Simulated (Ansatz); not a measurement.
F2H5Si3 (charge +1)

```xyz
10

F     1.5083   -1.2998   -1.1912
F     1.8088    1.3213   -1.3232
Si    0.7925   -0.0050   -0.5863
Si    1.6537    0.7001    1.4985
Si    2.8290    2.1090    0.0021
H    -0.5299    0.2349   -1.1893
H     0.6573    1.4179    2.3271
H     2.4706   -0.3385    2.1658
H     2.4447    3.5283   -0.1397
H     4.2005    1.7638   -0.4242
```

Geometry: B3LYP-D3(BJ)/def2-SVP.

The calculation used isolated molecule in a Gaussian basis; Kohn-Sham density functional theory, functional PBE0 (Ansatz).

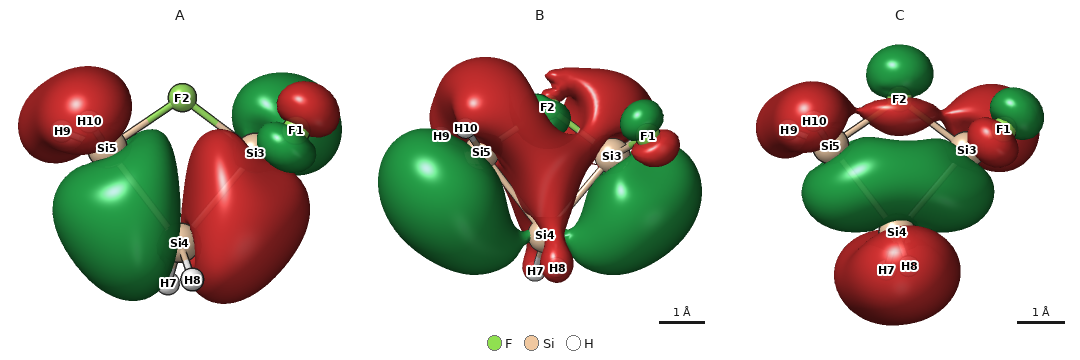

Figure 1. Three frontier orbitals at ±0.06 Å⁻³ᐟ² (green and red are the two phases), in no order.

Order the three orbitals by energy and name them.

Answer. C is the HOMO−1 (−14.48 eV). By Hirshfeld shares it lies mainly on Si4 (about 35 %), Si5 (about 15 %), Si3 (about 15 %), H8 (about 10 %), H7 (about 10 %) and F2 (about 10 %). A is the HOMO (−13.33 eV). It lies mainly on Si4 (about 35 %), Si5 (about 25 %), Si3 (about 20 %) and H6 (about 5 %). B is the LUMO (−6.98 eV). By Hirshfeld shares it lies mainly on Si5 (about 40 %), Si3 (about 25 %), Si4 (about 15 %) and F2 (about 5 %).

What is the HOMO–LUMO gap?

Answer. 6.35 eV between the orbital energies.

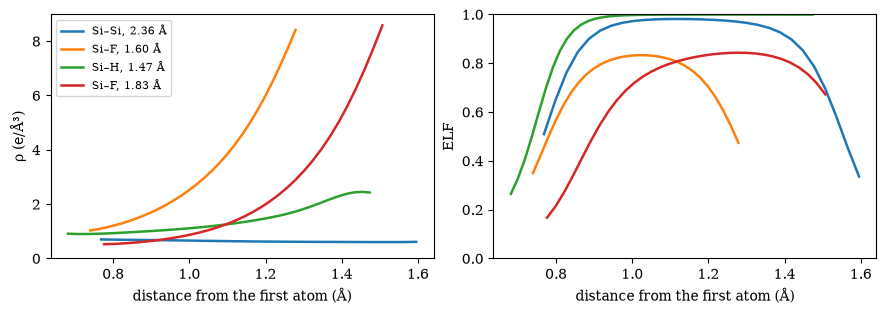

Figure 2. Total electron density and ELF along straight lines between neighbouring atoms. The curves leave out the atomic cores.

Compare the contacts.

Answer. Si–Si (2.36 Å): the density is about 0.63 e/Å³ at the midpoint; the ELF peaks at about 1 between the atoms; localised, covalent bonding.
Si–F (1.60 Å): ρ is about 1.2 e/Å³ halfway; the ELF peaks at about 0.85 in the valence shell of F, 0.6 Å from its nucleus, and is about 0.55 at the midpoint.
Si–H (1.47 Å): ρ is about 0.9 e/Å³ halfway; the ELF climbs to about 1 towards the hydrogen, as it does in any bond to H.
Si–F (1.83 Å): ρ at the midpoint is about 0.67 e/Å³; the ELF peaks at about 0.85 in the valence shell of F, 0.5 Å from its nucleus, and is about 0.55 at the midpoint.

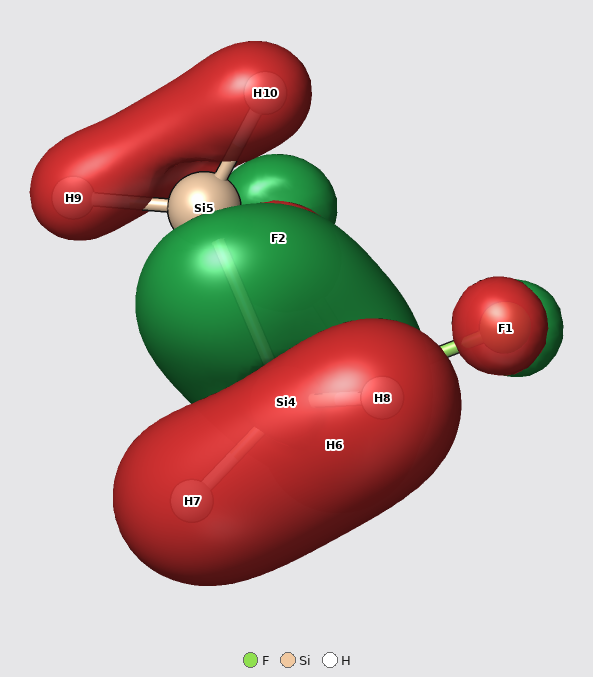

Figure 3. The HOMO−1 at ±0.08 Å⁻³ᐟ² (green and red are the two phases), seen at an oblique angle.

Describe this orbital and give its energy.

Answer. Its weight (Hirshfeld) is mainly on Si4 (about 35 %), Si5 (about 15 %), Si3 (about 15 %), H8 (about 10 %), H7 (about 10 %) and F2 (about 10 %). Its energy is −14.48 eV.
